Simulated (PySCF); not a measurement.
# Cl3Mn, quintet: electronic structure

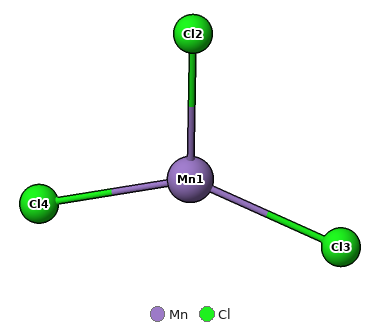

The molecule, with its atoms numbered as below. No frequency check shows the geometry to be a minimum.

Cartesian coordinates (Å):

```
Mn1      0.0056    0.1670    0.0000
Cl2     -0.0281   -1.8593    0.0000
Cl3     -1.8753    0.8253    0.0000
Cl4      1.8952    0.7884    0.0000
```

Part 1: Bonding charge

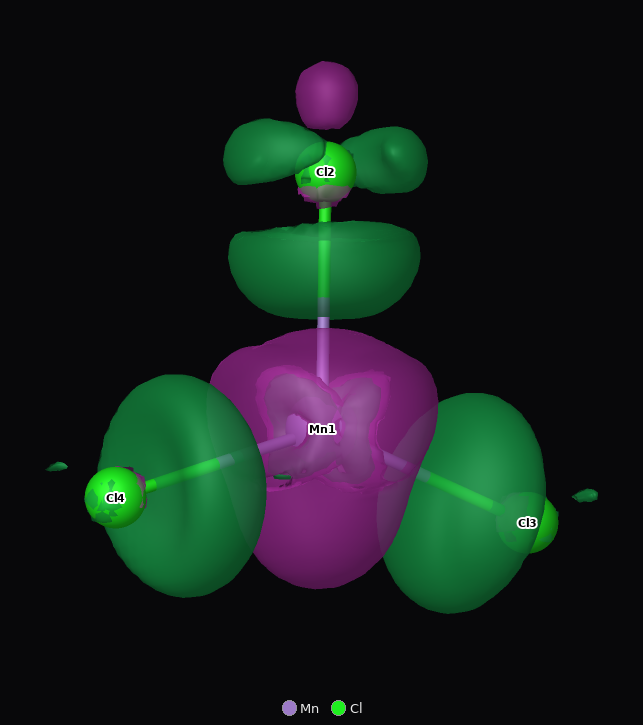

Deformation density (molecule less spherical, spin-averaged free atoms at the same positions), surfaces at ±0.05 e/Å³; green: gain, purple: loss.

Level of theory: B3LYP/def2-TZVP (PySCF), at a geometry from GFN2-xTB. This is a single-reference result, which may miss multireference character in this system. The stability of the open-shell solution wasn't checked. GFN2-xTB doesn't know the spin state, so this open-shell geometry is rough.

**How much density has each bond gained at its critical point, relative to the free atoms?**

Mn1–Cl2: +0.11 e/Å³ at the bond critical point (bond length 2.03 Å, Mayer order 1.1). Mn1–Cl4 and Mn1–Cl3: +0.10 e/Å³ at the bond critical point (bond length 1.99 Å, Mayer order 1.1). In all, 0.9 electrons gather in the regions of gain relative to the promolecule. A small or negative value marks a very polar bond, one between electron-rich atoms, whose free-atom densities already overlap strongly, a long bond to a heavier atom, or a closed-shell contact such as a hydrogen bond.

**Where do the Hirshfeld charges lie?**

The highest Hirshfeld charge is on Mn1 (+0.54 e), the lowest on Cl3 and Cl4 (−0.18 e).

```csv
atom,charge (e)
Mn1,+0.54
Cl2,−0.17
Cl3,−0.18
Cl4,−0.18
```

Part 2: Bond critical points

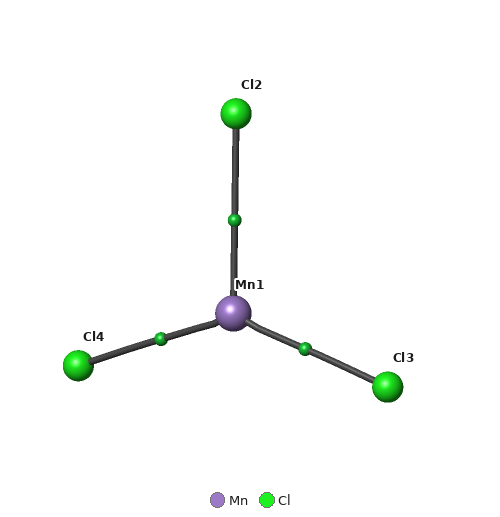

Molecular graph of the electron density (QTAIM): bond paths, bond critical points (green), ring points (magenta, if any); weak paths are dashed.

**How many critical points of each kind are there, and does the count close?**

4 nuclei, 3 bond, 0 ring and 0 cage critical points: 4 − 3 + 0 − 0 = 1, as the Poincaré–Hopf relation requires.

**What does the calculation give at each kind of bond critical point?**

```csv
bond,length (Å),ρ (a.u.),∇²ρ (a.u.),ε,H (a.u.)
Mn1–Cl4 (2 alike),1.989,0.141,+0.44,0.05,−0.060
Mn1–Cl2,2.027,0.132,+0.34,0.00,−0.054
```

**What kind of interaction is Mn1–Cl2?**

Polar or intermediate (positive Laplacian, negative energy density H): ρ = 0.132, ∇²ρ = +0.34, H = −0.054 a.u.

Part 3: Local ionisation energy

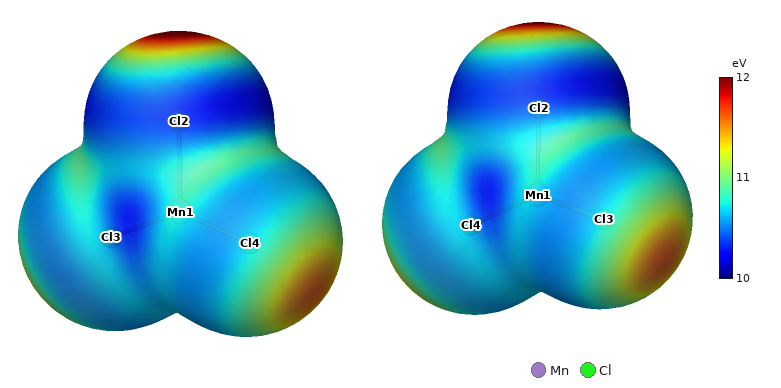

Average local ionisation energy on the surface of electron density 0.001 a.u. (back view left, front view right).

**Where are the most loosely bound electrons on this surface?**

The lowest value is 10.2 eV, 2.1 Å from Cl2, and at like points elsewhere. Further minima include 10.3 eV, off the molecular plane, over Mn1 (2.0 Å), and at like points elsewhere; 10.5 eV, off the molecular plane, over Cl3 (2.1 Å), and at like points elsewhere. For comparison, the highest occupied orbital lies at −7.9 eV.

Part 4: Spin density

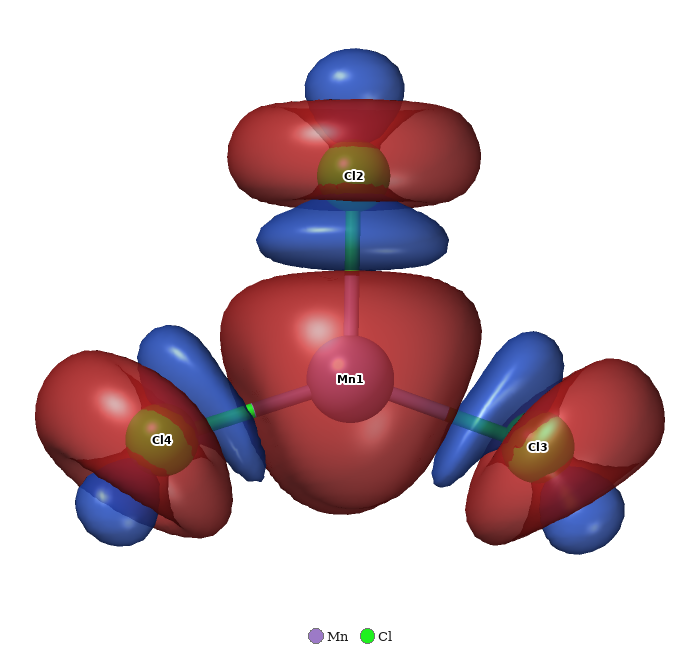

Spin density ρα − ρβ at ±0.01 e/Å³ (red: excess α, blue: excess β).

**How is the spin shared among the atoms?**

Hirshfeld spin populations: Mn1 +3.55, Cl3 and Cl4 +0.16 and Cl2 +0.13. ⟨S²⟩ = 6.06, against 6.00 for a pure state. The picture also shows regions of β spin from spin polarisation; the Hirshfeld sums, whose atoms overlap, net them against the α spin of neighbours.

Part 5: In an electric field

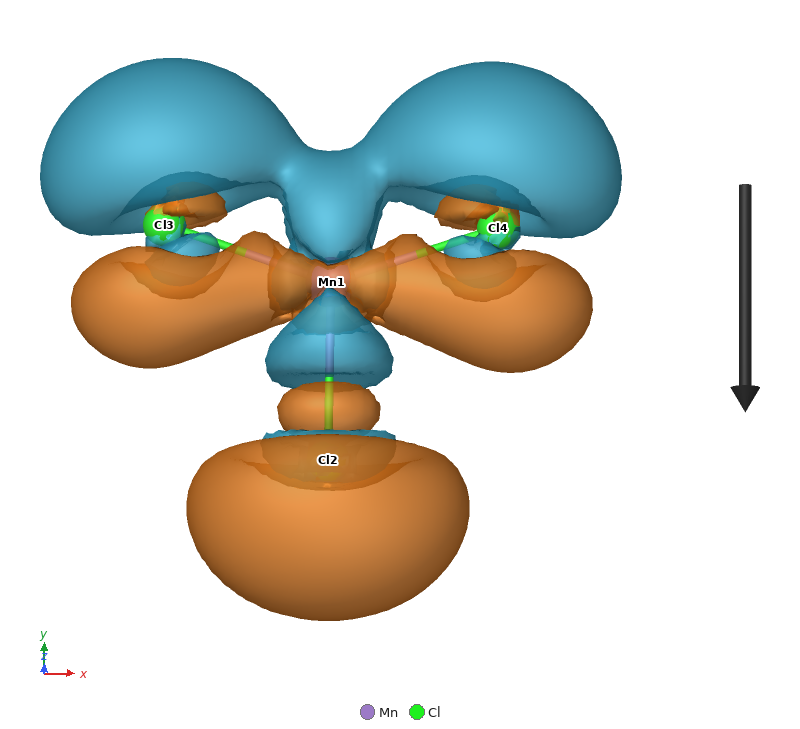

Change of the electron density in a uniform field of 0.21 V/Å along −y (arrow), surfaces at ±0.0008 e/Å³ (light blue: gain, orange: loss).

Method: PBE0/def2-SVPD; geometry: GFN2-xTB; program: PySCF. This is a single-reference result, which may miss multireference character in this system. The stability of the open-shell solution wasn't checked. GFN2-xTB doesn't know the spin state, so this open-shell geometry is rough.

The field was applied in both directions; the picture shows the one opposite to the script's first.

**How large is the response?**

The induced dipole is 0.78 D (along the field); α along this axis, from the fields in both directions, is 76 bohr³ (11.2 Å³).
